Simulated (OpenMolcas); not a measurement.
Multiconfigurational calculation for Dy²⁺ complex (part 2 of 2)

The same run, continued: Dy²⁺ with 6 ligands (F; octahedron, 2.452 Å), embedded in KCdF3 by model potentials and point charges, whose field is part of the energies. Method: state-averaged CASSCF, active space 10 electrons in the shell 4f, basis ANO-RCC-VDZP on the metal and ANO-RCC-VDZP on the ligands, DKH2 scalar Hamiltonian, spin-orbit coupling by RASSI with atomic mean-field integrals (OpenMolcas).

**Output (extracts), continued**
```
--- RASSI ---
SPIN-FREE ENERGIES:
  (Shifted by EMIN (a.u.) =     -12745.3759174952)

 SF State       Relative EMIN(au)   Rel lowest level(eV)    D:o, cm**(-1)

     1             0.0000000000        0.0000000000              0.0000
     2             0.0002849731        0.0077545141             62.5444
     3             0.0002849731        0.0077545141             62.5444
     4             0.0002849731        0.0077545141             62.5444
     5             0.0004851275        0.0132009920            106.4732
     6             0.0004851275        0.0132009920            106.4732
     7             0.0012160426        0.0330902038            266.8905
     8             0.0012160426        0.0330902038            266.8905
     9             0.0012160426        0.0330902038            266.8905
    10             0.0013158994        0.0358074476            288.8065
    11             0.0013158994        0.0358074476            288.8065
    12             0.0013158994        0.0358074476            288.8065
    13             0.0013165523        0.0358252120            288.9498
    14             0.0750136883        2.0412264457          16463.6016
    15             0.0750136883        2.0412264457          16463.6016
    16             0.0750136883        2.0412264457          16463.6016
    17             0.0754098736        2.0520071963          16550.5542
    18             0.0756243541        2.0578435096          16597.6272
    19             0.0756243541        2.0578435096          16597.6272
    20             0.0756243541        2.0578435096          16597.6272
    21             0.0760001799        2.0680702499          16680.1115
    34             0.0891134855        2.4249014750          19558.1494
    35             0.0891134855        2.4249014750          19558.1494
    36             0.0891134855        2.4249014750          19558.1494
    37             0.0891221572        2.4251374432          19560.0526
    38             0.0891221572        2.4251374432          19560.0526
    39             0.0891221572        2.4251374432          19560.0526
    40             0.0893630541        2.4316925807          19612.9234
    41             0.0893866034        2.4323333909          19618.0918
    42             0.0893866034        2.4323333909          19618.0918
    43             0.0893866034        2.4323333909          19618.0918
    44             0.0894025052        2.4327660991          19621.5819
    45             0.0894025052        2.4327660991          19621.5819
    46             0.0894586842        2.4342948083          19633.9117
    47             0.0894586842        2.4342948083          19633.9117
    48             0.0894586842        2.4342948083          19633.9117
    49             0.1136806956        3.0934093162          24950.0288
    50             0.1136806956        3.0934093162          24950.0288
    51             0.1136806956        3.0934093162          24950.0288
    52             0.1136951649        3.0938030459          24953.2044
Eigenvalues of complex Hamiltonian:
   -----------------------------------
  (Shifted by EMIN (a.u.) =     -12745.3759174952)

 SO State       Relative EMIN(au)   Rel lowest level(eV)    D:o, cm**(-1)

     1            -0.0296632942        0.0000000001              0.0000
     2            -0.0296632942        0.0000000000              0.0000
     3            -0.0296294749        0.0009202700              7.4225
     4            -0.0296294749        0.0009202697              7.4225
     5            -0.0296294749        0.0009202697              7.4225
     6            -0.0295344618        0.0035057060             28.2754
     7            -0.0290127004        0.0177035570            142.7888
     8            -0.0290127004        0.0177035579            142.7888
     9            -0.0290127005        0.0177035556            142.7888
    10            -0.0288847420        0.0211854848            170.8725
    11            -0.0288847419        0.0211854850            170.8725
    12            -0.0288847420        0.0211854848            170.8725
    13            -0.0287791712        0.0240582119            194.0426
    14            -0.0287791711        0.0240582135            194.0426
    15            -0.0287780030        0.0240900007            194.2990
    16            -0.0287780029        0.0240900012            194.2990
    17            -0.0287780029        0.0240900018            194.2990
    18            -0.0101289460        0.5315566940           4287.2939
    19            -0.0101289460        0.5315566941           4287.2939
    20            -0.0101289460        0.5315566937           4287.2939
    21            -0.0101202287        0.5317939033           4289.2071
    22            -0.0101202287        0.5317939025           4289.2071
    23            -0.0101202287        0.5317939030           4289.2071
    24            -0.0098199425        0.5399651063           4355.1123
    25            -0.0097754861        0.5411748261           4364.8693
    26            -0.0097754861        0.5411748258           4364.8693
    27            -0.0097754861        0.5411748265           4364.8693
    28            -0.0097447502        0.5420111937           4371.6151
    29            -0.0097447502        0.5420111940           4371.6151
    30            -0.0096523751        0.5445248476           4391.8891
    31            -0.0096523751        0.5445248489           4391.8891
    32            -0.0096523751        0.5445248481           4391.8891
    33             0.0041948199        0.9213262181           7430.9971
    34             0.0041948198        0.9213262176           7430.9971
    35             0.0042189938        0.9219840254           7436.3027
    36             0.0042189939        0.9219840263           7436.3027
    37             0.0042189939        0.9219840259           7436.3027
    38             0.0043487221        0.9255141110           7464.7747
    39             0.0044492886        0.9282506646           7486.8465
    40             0.0044492886        0.9282506647           7486.8465
    41             0.0044492886        0.9282506649           7486.8465
Weights of the five most important spin-orbit-free states for each spin-orbit state.

 SO State  Total energy (au)           Spin-free states, spin, and weights
 -------------------------------------------------------------------------------------------------------
    1        -0.029663       4 2.0  0.3121    1 2.0  0.2505    6 2.0  0.1064    5 2.0  0.1064    2 2.0  0.0902
    2        -0.029663       1 2.0  0.2505    3 2.0  0.2449    2 2.0  0.2247    6 2.0  0.1064    5 2.0  0.1064
    3        -0.029629       4 2.0  0.4494    5 2.0  0.2618    1 2.0  0.1952    6 2.0  0.0123   38 1.0  0.0122
    4        -0.029629       2 2.0  0.2305    3 2.0  0.2246    6 2.0  0.1986    1 2.0  0.1952    5 2.0  0.0755
    5        -0.029629       3 2.0  0.2326    2 2.0  0.2224    6 2.0  0.2002    1 2.0  0.1952    5 2.0  0.0739
    6        -0.029534       5 2.0  0.2408    6 2.0  0.2408    4 2.0  0.1500    3 2.0  0.1500    2 2.0  0.1500
    7        -0.029013       8 2.0  0.1911   11 2.0  0.1366   10 2.0  0.0867   12 2.0  0.0867    4 2.0  0.0830
    8        -0.029013       9 2.0  0.1872   12 2.0  0.1366   10 2.0  0.0867   11 2.0  0.0867    3 2.0  0.0823
    9        -0.029013       7 2.0  0.1868   10 2.0  0.1365   12 2.0  0.0867   11 2.0  0.0867    5 2.0  0.0846
   10        -0.028885      11 2.0  0.3175    9 2.0  0.1358    7 2.0  0.1350    4 2.0  0.0546    2 2.0  0.0545
   11        -0.028885      12 2.0  0.3172    8 2.0  0.1353    7 2.0  0.1321    5 2.0  0.0685    4 2.0  0.0545
   12        -0.028885      10 2.0  0.3172    8 2.0  0.1355    9 2.0  0.1317    6 2.0  0.0721    3 2.0  0.0546
```

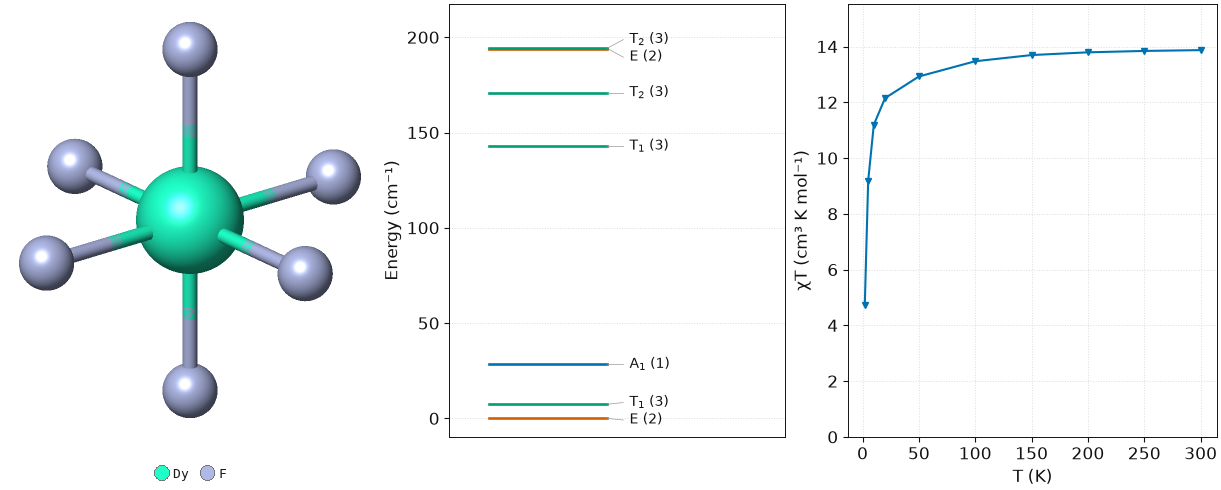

Dy²⁺ (4f¹⁰) as a dopant in KCdF₃, a cluster with its 6 nearest F⁻ at 2.452 Å (octahedron) embedded in model potentials and point charges; the geometry was set, not optimised, and its levels and susceptibility. Labels give the representation in O, Td, D4 or D3 as the site allows (double group for half-integer spin) where it could be assigned and, in brackets, the degeneracy; spin-free states, where drawn, share the zero of the spin-orbit levels. Powder susceptibility by Van Vleck's formula. The ground level is E, doubly degenerate, 95 % from states of spin multiplicity 5 (of the 210 states of multiplicity 3, 106 enter the spin-orbit step). Its principal g values are all close to zero. The next level lies at 7.4 cm⁻¹ (T₁). The lowest J multiplet spreads over 194 cm⁻¹. χT is 4.74 cm³ K mol⁻¹ at 2 K and 13.9 at 300 K, an effective moment of 10.53 μB. The active orbitals hold 100 % metal character (Löwdin), and the Mulliken charge of the metal is +1.59.

**Results in brief**

| quantity | value |
| --- | --- |
| outcome | converged |
| energy of the lowest spin-free term | −12745.37592 hartree |
| energy of the lowest spin-orbit level | −12745.40558 hartree |
| largest spread among components of a term | 0.1 cm⁻¹ |
| wall time | 1.9 min |
| peak memory | 0.6 GiB |

**Remarks**

Without dynamic correlation the splittings between terms come out too large, often by 20 to 50 %. Limits: high states of lower spin left out of the spin-orbit mixing; the geometry is set by hand, with no relaxation; spin-free states above about 42,000 cm⁻¹ are left out of the spin-orbit step.
